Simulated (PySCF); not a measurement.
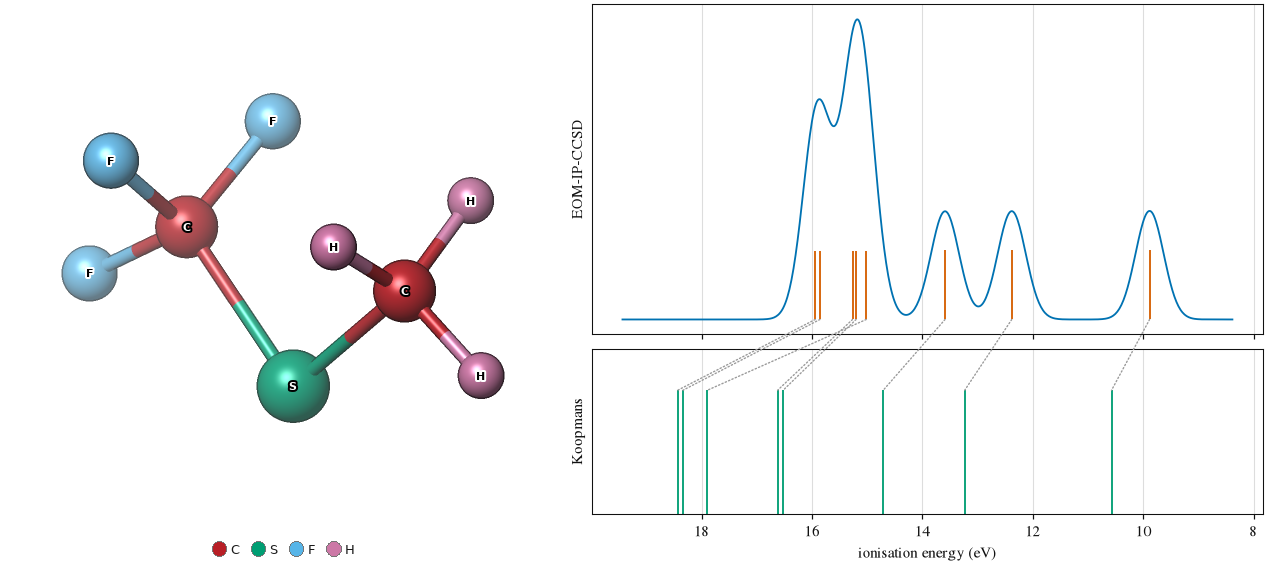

Valence photoelectron lines of C₂H₃F₃S (methyl(trifluoromethyl) sulfide), SMILES CSC(F)(F)F: vertical EOM-IP-CCSD/aug-cc-pVDZ (frozen core, PySCF 2.14.0, at a PBE0-D3(BJ)/def2-SVP geometry (no frequency check); 8 lines, one for each of the 8 highest orbitals, so a line of a deeper orbital can be missing among them) above, Hartree-Fock orbital energies with the sign turned below, non-relativistic; dotted lines join each line to its leading orbital. Stick heights are one-hole weights (summed over degenerate lines), not cross-sections; Gaussian width 0.60 eV.

### What is the first vertical ionisation energy, and how far is Koopmans' value off?

9.88 eV from the HOMO; Koopmans gives 10.57 eV, 0.69 eV too high.

### List the lines.

```tsv
hole	EOM-IP-CCSD (eV)	Koopmans (eV)	one-hole weight
HOMO	9.88	10.57	0.96
HOMO-1	12.38	13.23	0.96
HOMO-2	13.59	14.71	0.96
HOMO-5	15.02	17.89	0.95
HOMO-3	15.20	16.52	0.95
HOMO-4	15.26	16.62	0.95
HOMO-6	15.85	18.34	0.95
HOMO-7	15.94	18.43	0.95
```

Note: small basis, so the lines can lie some tenths of an eV too low.
